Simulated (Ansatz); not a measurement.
# Run report: BSiNH$_{6}$F$_{2}$, geometry relaxation (part 2 of 2)

The same run, continued: BSiNH$_{6}$F$_{2}$; RHF/6-31G* (Ansatz 0.2.0). The run did not end well. It belongs to a series of runs on one base structure; here: end point B relaxed.

Geometry of the input (Å):
```
B  0.1508  0.5384  -0.3841
F  -0.1687  -0.2446  2.0013
N  1.3592  -0.0117  -0.8188
H  1.3996  -0.9156  -1.2382
H  2.2452  0.4305  -0.7230
F  -0.9591  -0.1506  -0.6609
Si 0.0257  2.3364  0.4475
H  0.7215  2.3410  1.7678
H  0.7043  3.3881  -0.3471
H  -1.3626  2.7684  0.7103
H  0.2052  0.5025  2.3776
```

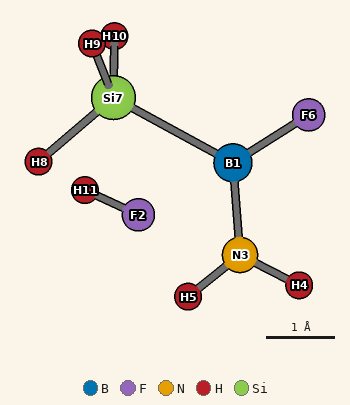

Figure 1. The geometry at step 28 of the log (ball-and-stick view, seen at a tilt; atoms are numbered from 1 in the order of the input).

```
Unfinished report: {"positions_ang":[[0.401692058556943,0.8711088838758115,-0.9679129545880277],[0.8822330502804492,-0.12332186300382633,2.60070082400573],[0.9307468897139601,-0.33533329428943404,-0.5253422416492076],[1.13031110452034,-1.0846877532520152,-1.1541553365308723],[1.147856407991544,-0.5263133914133492,0.42673557417183605],[0.14067741295107128,0.996462863959143,-2.273131302218324],[-0.009492810617575885,2.430049520541462,0.30052360762916175],[1.2120663599680028,2.9204533044425154,0.975431188269191],[-0.6587625507697515,3.571694172550211,-0.37559448973779935],[-0.9289295084468698,1.9840446379084848,1.3833405609165157],[0.07270158585188607,0.27874191868099696,2.741803569731796]],"unchecked":["starts","cluster_reference","orbital_swaps","neighbouring_geometries","increment"],"mean_field":{"relativity":"none","state":{"energy":{"ev":-15524.063696746667,"hartree":-570.498818267133},"converged":true,"gradient_ev":0.000013708943552636915,"stability":{"kind":"minimum","curvature_ev":37.95713182366427},"curvature_floor_ev":0.00030000000000000003,"spin_squared":1.4210854715202004e-14},"others":[],"fillings":{"estimated":0,"unestimated":0,"tried":0,"untried":0,"excluded_magnetic_sites":0},"n_dropped_functions":0,"n_trapped_functions":0,"passes":{"evaluations":4,"products":27},"factors":{"origin":"Cholesky decomposition","count":968,"bound_ev":0.0005400272055473916},"gradient_stop_ev":0.00009,"reference_kind":"stationary","symmetry":{"irreps":["A"],"axes":[[0.9974797745186221,0.03479118452457404,-0.06183585453162447],[-0.03632165693811361,0.9990566807904877,-0.023800962273906857],[0.06094945991187425,0.0259869591770756,0.9978025061549907]],"occupied":[{"A":25},{"A":25}]},"held":{"pivots":968,"left_out":2,"joined":0},"density_repulsion":{"missed_ev":0.00006255351503619579,"excess_ev":0.0,"most_excess_ev":0.000135,"are_drawn_again":false,"n_first_factors":968,"energy_change_ev":0.0,"n_dropped_ends":0}},"factors":{"origin":"Cholesky decomposition","count":968,"bound_ev":0.0005400272055473916},"n_frozen":0,"n_occupied":[25,25],"n_virtual":[66,66],"reference":{"ev":-15524.063696746667,"hartree":-570.498818267133},"total":{"ev":-15524.063696746667,"hartree":-570.498818267133},"forces_ev_per_angstrom":[[-0.037762088750226075,-0.06179439470586041,-0.028696400469464162],[-0.049679019973029884,0.019628685253861595,0.004721287040056889],[0.007046368666052351,-0.0021695548899764404,-0.04511782066192164],[-0.014802888630376874,0.023779788124419624,0.01176228173515888],[0.0017293342932998904,0.010450786725926453,0.034141376460479926],[0.029855930446786614,0.027876356322819703,0.009897582264774999],[0.006935791048450738,0.012656902761108164,0.049091950127207996],[0.009212599893877814,0.009196735276500308,-0.010990156612252165],[-0.002945227095927132,-0.010192503157187956,-0.02078208211894512],[0.001973191945604433,-0.017511343553850464,0.002816812665141275],[0.04843600815427176,-0.011921458158824437,-0.00684483043063513]],"charge_distribution":{"dipole_moment_e_ang":[-0.10853574008606812,-0.2561539023368754,0.2895854795009811],"mulliken_charges_e":[0.4952533293337975,-0.5036848664968439,-0.9211759241384669,0.37275406091204233,0.40688632419355797,-0.3621543446952966,0.42838301748570196,-0.13035421555626447,-0.12943338411869454,-0.19090331876066058,0.5344293218411702],"lowdin_charges_e":[-0.38919772646532813,-0.3184626981069645,-0.2980918016992842,0.2598678933735139,0.2529226983924099,0.08870522833904992,0.34569413867513354,-0.09038764715934855,-0.08890212245826778,-0.1186213095091806,0.3564733466183143]},"orbitals_path":"[file]","n_threads":1,"memory_gib":1.7045454550534487,"seconds":{"hamiltonian":1.496654677,"orbitals":0.0,"second_order":0.0,"solver_start":0.0,"cycles":0.0,"cycle":0.0,"perturbative":0.0,"full_ci_increment":0.0,"forces":0.0}}
this run last wrote the structure of step 49 to [file]
Error: geometry relaxation did not converge after 50 steps: max|allowed force component| = 6.18e-2 eV/Å (threshold 3.0e-2). Raise `relax.max_steps` over both its present limit and 50, loosen `relax.f_tol`, or start from a geometry closer to equilibrium. Where this run's directory can be resumed (`checkpoint.write`), a resume goes on for up to `relax.max_steps` more
```

Trajectory as extended XYZ (Å, eV, eV/Å), 10 of the 50 frames kept, from step=1 to step=50:
```
11
Properties=species:S:1:pos:R:3:forces:R:3 step=1 energy=-15523.78851
B     0.1508    0.5384   -0.3841    0.0726  -0.8767  -0.8523
F    -0.1687   -0.2446    2.0013    0.0088   0.0184   0.3484
N     1.3592   -0.0117   -0.8188    0.0360   0.0758   0.0521
H     1.3996   -0.9156   -1.2382    0.0009  -0.0185   0.0025
H     2.2452    0.4305   -0.7230   -0.0142  -0.0350   0.0045
F    -0.9591   -0.1506   -0.6609   -0.0148   0.0329   0.0260
Si    0.0257    2.3364    0.4475   -0.0457   1.1237   0.3003
H     0.7215    2.3410    1.7678   -0.0028  -0.0141   0.0019
H     0.7043    3.3881   -0.3471   -0.0287  -0.0179   0.0006
H    -1.3626    2.7684    0.7103    0.0016  -0.0257  -0.0170
H     0.2052    0.5025    2.3776   -0.0137  -0.2628   0.1329
11
Properties=species:S:1:pos:R:3:forces:R:3 step=6 energy=-15523.95104
B     0.1636    0.5797   -0.5601    0.0209   0.0301   0.0077
F    -0.2798   -0.3111    2.3978   -0.0601  -0.0509  -0.0483
N     1.3806   -0.0050   -0.9091   -0.0131  -0.0122   0.0084
H     1.4249   -0.9035   -1.3408   -0.0013   0.0035  -0.0089
H     2.2694    0.4036   -0.7318    0.0030   0.0006   0.0051
F    -0.9490   -0.0818   -0.8800   -0.0014   0.0026  -0.0058
Si    0.0278    2.4012    0.3734    0.0092  -0.0393   0.0268
H     0.7689    2.3822    1.6640   -0.0029  -0.0031  -0.0200
H     0.6447    3.4797   -0.4333   -0.0114   0.0128  -0.0144
H    -1.3690    2.7787    0.6694    0.0019  -0.0026  -0.0013
H     0.2391    0.2592    2.8829    0.0552   0.0585   0.0509
11
Properties=species:S:1:pos:R:3:forces:R:3 step=12 energy=-15523.96407
B     0.1860    0.6211   -0.6588   -0.0567  -0.1381  -0.0938
F    -0.3762   -0.2003    2.4539    0.1537   0.1183   0.1045
N     1.3936   -0.0541   -0.8524   -0.0224   0.0499   0.0382
H     1.4333   -0.9135   -1.3589    0.0174   0.0267   0.0098
H     2.2728    0.2459   -0.4896   -0.1573  -0.0369  -0.0402
F    -0.9111    0.0882   -1.2150    0.2129   0.0885   0.0924
Si    0.0355    2.3822    0.3701   -0.0040   0.0772   0.0524
H     1.0371    2.4257    1.4759   -0.0740  -0.0002  -0.0811
H     0.3249    3.5437   -0.5114   -0.0206  -0.0636   0.0624
H    -1.3072    2.5793    0.9631    0.0945  -0.0107  -0.0364
H     0.2323    0.2647    2.9556   -0.1434  -0.1111  -0.1081
11
Properties=species:S:1:pos:R:3:forces:R:3 step=17 energy=-15523.97060
B     0.1895    0.6421   -0.7161   -0.0175  -0.0138  -0.0074
F    -0.2703   -0.1934    2.4592    0.0624   0.0497   0.0890
N     1.3793   -0.0714   -0.8493    0.0143  -0.0048   0.0025
H     1.4311   -0.9172   -1.3762   -0.0045   0.0091   0.0002
H     2.2285    0.1764   -0.3946   -0.0295  -0.0069  -0.0061
F    -0.8836    0.1734   -1.3612    0.0397   0.0195   0.0151
Si    0.0371    2.3777    0.3555    0.0000   0.0033  -0.0038
H     1.0864    2.4428    1.4065   -0.0104   0.0022  -0.0128
H     0.2336    3.5596   -0.5180   -0.0020  -0.0054   0.0077
H    -1.2777    2.5203    1.0141    0.0100  -0.0045   0.0035
H     0.1673    0.2726    3.1125   -0.0624  -0.0485  -0.0880
11
Properties=species:S:1:pos:R:3:forces:R:3 step=23 energy=-15523.97668
B     0.1968    0.6522   -0.7516    0.0149   0.0340  -0.0658
F    -0.1460   -0.2228    2.5034    0.0457   0.0947   0.1006
N     1.3710   -0.0889   -0.8568    0.0016  -0.0197   0.0121
H     1.4231   -0.9181   -1.4093   -0.0003   0.0014   0.0041
H     2.1977    0.1087   -0.3408   -0.0146  -0.0041   0.0001
F    -0.8564    0.2421   -1.4655    0.0100   0.0022   0.0211
Si    0.0412    2.3625    0.3577   -0.0100  -0.0154   0.0144
H     1.1148    2.4352    1.3815    0.0001   0.0028  -0.0030
H     0.1742    3.5683   -0.4935   -0.0027  -0.0102  -0.0011
H    -1.2565    2.4513    1.0600   -0.0010   0.0035   0.0124
H     0.0614    0.3922    3.1474   -0.0435  -0.0892  -0.0947
11
Properties=species:S:1:pos:R:3:forces:R:3 step=28 energy=-15523.98730
B     0.2123    0.6799   -0.8087    0.0013   0.0001  -0.0011
F     0.0165   -0.2047    2.5513    0.0090   0.0812   0.0862
N     1.3526   -0.1171   -0.8473    0.0077  -0.0024  -0.0016
H     1.4090   -0.9321   -1.4201   -0.0017  -0.0006   0.0047
H     2.1405    0.0215   -0.2565   -0.0179  -0.0058  -0.0036
F    -0.8059    0.3429   -1.6070    0.0073   0.0067  -0.0044
Si    0.0462    2.3529    0.3539    0.0066   0.0086  -0.0031
H     1.1688    2.4572    1.3183   -0.0025   0.0027  -0.0067
H     0.0658    3.5802   -0.4764   -0.0060  -0.0070   0.0075
H    -1.2135    2.3629    1.1311    0.0028  -0.0043   0.0042
H    -0.0711    0.4393    3.1938   -0.0066  -0.0792  -0.0819
11
Properties=species:S:1:pos:R:3:forces:R:3 step=34 energy=-15524.00103
B     0.2369    0.7231   -0.8663    0.0069   0.0085  -0.0144
F     0.2626   -0.1644    2.6054   -0.0385   0.0724   0.0668
N     1.3046   -0.1651   -0.7955    0.0023  -0.0073   0.0082
H     1.3680   -0.9664   -1.3865   -0.0058  -0.0003   0.0005
H     2.0118   -0.1158   -0.0978   -0.0102   0.0015   0.0020
F    -0.6970    0.4985   -1.7973    0.0044   0.0060   0.0053
Si    0.0475    2.3605    0.3448   -0.0017  -0.0044   0.0037
H     1.2230    2.5283    1.2303    0.0002   0.0014  -0.0030
H    -0.0969    3.6011   -0.4503   -0.0033  -0.0043  -0.0003
H    -1.1500    2.2532    1.2131    0.0021  -0.0022   0.0015
H    -0.1896    0.4299    3.1325    0.0438  -0.0713  -0.0702
11
Properties=species:S:1:pos:R:3:forces:R:3 step=39 energy=-15524.00929
B     0.2555    0.7545   -0.8902    0.0081   0.0121  -0.0925
F     0.4480   -0.1380    2.6253    0.0053   0.0089   0.0003
N     1.2498   -0.2039   -0.7299   -0.0130  -0.0022   0.0237
H     1.3249   -0.9953   -1.3330   -0.0029   0.0008   0.0079
H     1.8776   -0.2164    0.0425   -0.0306  -0.0001  -0.0163
F    -0.5880    0.6118   -1.9207    0.0454   0.0003   0.0632
Si    0.0392    2.3756    0.3393   -0.0210   0.0066   0.0128
H     1.2322    2.5917    1.1875    0.0045  -0.0038   0.0024
H    -0.2022    3.6159   -0.4309   -0.0035  -0.0150  -0.0036
H    -1.1197    2.1929    1.2503    0.0051  -0.0015   0.0069
H    -0.1963    0.3942    2.9922    0.0028  -0.0061  -0.0048
11
Properties=species:S:1:pos:R:3:forces:R:3 step=45 energy=-15524.04100
B     0.3436    0.8558   -0.9548   -0.0034  -0.2032  -0.2157
F     0.9273   -0.0703    2.5945   -0.3360   0.0576   0.0404
N     0.9986   -0.2992   -0.5174   -0.1293   0.1757   0.0268
H     1.1612   -1.0708   -1.1305   -0.0041   0.0140   0.0551
H     1.3023   -0.4432    0.4274   -0.0921   0.0997  -0.3622
F    -0.0828    0.9076   -2.2333    0.2443  -0.0784   0.5124
Si   -0.0126    2.4437    0.2958   -0.0057   0.0244   0.0163
H     1.1869    2.7994    1.0859   -0.0102   0.0065  -0.0340
H    -0.4705    3.6487   -0.4294   -0.0029  -0.0296   0.0090
H    -1.0704    2.0851    1.2802    0.0118  -0.0079  -0.0157
H     0.0375    0.1260    2.7140    0.3277  -0.0588  -0.0323
11
Properties=species:S:1:pos:R:3:forces:R:3 step=50 energy=-15524.06047 accepted=F
B     0.4073    0.8722   -0.9699    0.1103  -0.0514  -0.1135
F     0.8553   -0.1547    2.5972   -0.6800   0.4829   0.1441
N     0.9061   -0.3490   -0.5292   -0.0098  -0.0251  -0.0197
H     1.1373   -1.0800   -1.1700   -0.0312   0.0380   0.0504
H     1.0797   -0.5682    0.4288   -0.0401   0.0646  -0.1057
F     0.2237    1.0366   -2.2880    0.0147  -0.0176   0.2001
Si   -0.0108    2.4204    0.3102   -0.0556   0.0101  -0.0109
H     1.2188    2.9577    0.9400   -0.0485  -0.0240  -0.0272
H    -0.7193    3.5325   -0.3612    0.0150  -0.0325   0.0472
H    -0.8826    1.9452    1.4242    0.0445   0.0358  -0.0229
H     0.1057    0.3701    2.7503    0.6808  -0.4809  -0.1420
```

What the run reported:

| quantity | value |
| --- | --- |
| outcome | not converged |
| hardware | 1 thread of Arm Neoverse V2, 24 GiB of memory available, shared host |
| wall time | 95 s |
| peak memory | 0.17 GiB |

The run did not converge: “geometry relaxation did not converge after 50 steps: max|allowed force component| = 6.18e-2 eV/Å (threshold 3.0e-2). Raise `relax.max_steps` over both its present limit and 50, loosen `relax.f_tol`, or start from a geometry closer to equilibrium …” Its last values are not results.
